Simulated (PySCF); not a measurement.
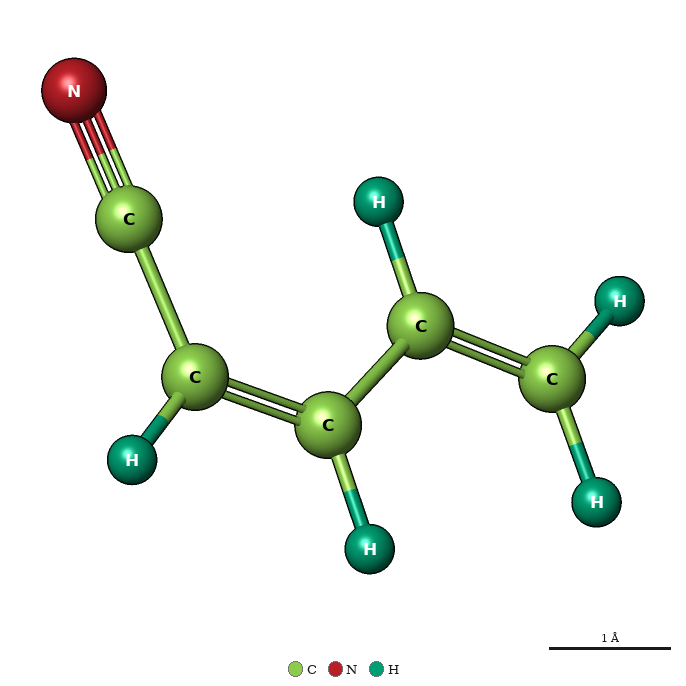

A ball-and-stick model of a molecule. Multiple sticks mark multiple bonds (one Kekulé form).

Identify the structure.

It has 11 atoms: 5 carbon, 5 hydrogen and 1 nitrogen (C₅H₅N). As SMILES it reads `C=C/C=C\C#N`. It has no ring. Among its groups: nitrile, alkene. This geometry has Cs symmetry. All atoms lie on one plane. Coordination: 4 C trigonal planar; 1 C linear.

The parts below concern this one geometry. Atoms keep their numbers from picture to picture. The computed structure is the end point of a PBE0-D3(BJ)/def2-SVP optimisation. No frequency run is at hand to confirm it as a minimum.

### Shape

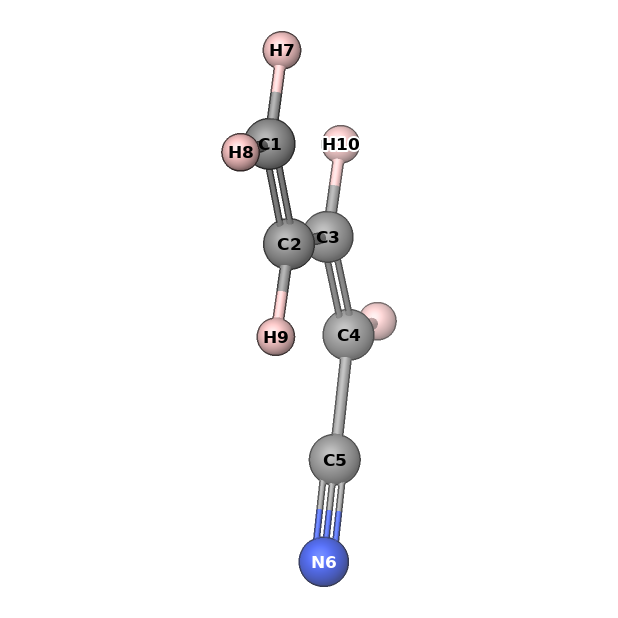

C3 lies behind C2. The molecule seen a little off the C2–C3 bond, C2 in front. Distant atoms are faded towards the background colour. No frequency run is at hand to confirm it as a minimum.

What is the torsion angle C1–C2–C3–C4? The sign is positive where the front bond must turn clockwise to cover the back bond.

Answer. 180°, antiperiplanar (anti).

### Quadrupole coupling

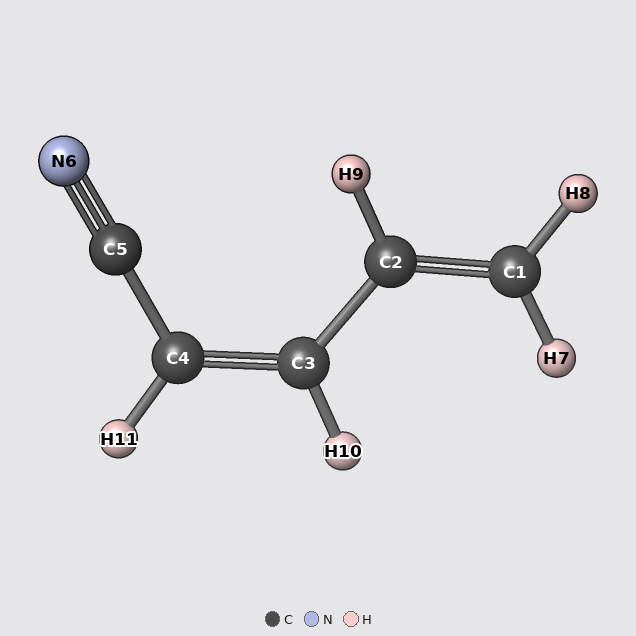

No frequency run is at hand to confirm it as a minimum. Electric field gradients from the ground-state density, PBE0/pcSseg-1 (PySCF 2.14.0), non-relativistic apart from any core potentials.

Give the largest field-gradient component, the quadrupole coupling constant and the asymmetry for 14N at N6 (Q = 20.44 mb), 2H at H7 (Q = 2.86 mb), 2H at H8 (Q = 2.86 mb).

| atom | V_zz (a.u.) | e²qQ/h (MHz) | η |
| --- | --- | --- | --- |
| N6 | −0.938 | −4.51 | 0.07 |
| H7 | 0.302 | 0.203 | 0.05 |
| H8 | 0.305 | 0.205 | 0.04 |

### Electronic properties

No frequency run is at hand to confirm it as a minimum. Level of theory: CAM-B3LYP/def2-SVPD, gas phase (PySCF 2.14.0). Excitations: vertical, linear response.

Give the lowest vertical singlet excitation at this level.

Answer. 5.21 eV.

Give the HOMO energy (Kohn–Sham orbital) at this level.

Answer. −8.66 eV.

Estimate the dipole moment.

Answer. 4.39 D.

Give the HOMO–LUMO gap at this level.

Answer. 7.52 eV.

### Polarisability

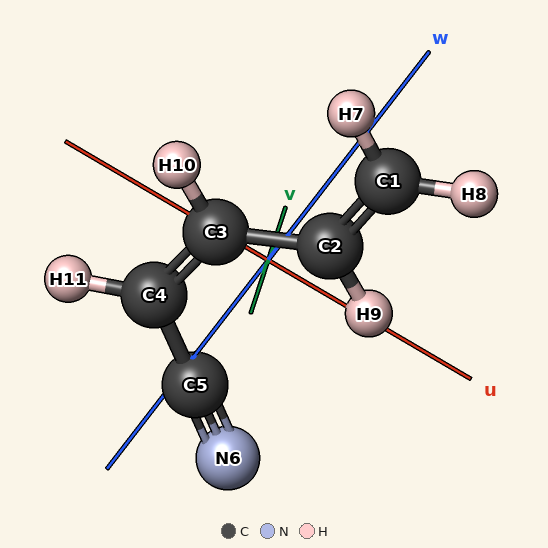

The lines u, v and w are the principal axes of the static dipole polarisability. No frequency run is at hand to confirm it as a minimum. Level of theory: CAM-B3LYP/def2-SVPD (PySCF 2.14.0).

Along which axis is the molecule most polarisable, and along which least?

Answer. Most along w (in the molecular plane, nearly parallel to the C1–C2 bond), least along v (normal to the molecular plane).

Give the three principal values.

Answer. u 61.9, v 40.9, w 112.7 bohr³; mean 71.8, anisotropy 63.9 bohr³.
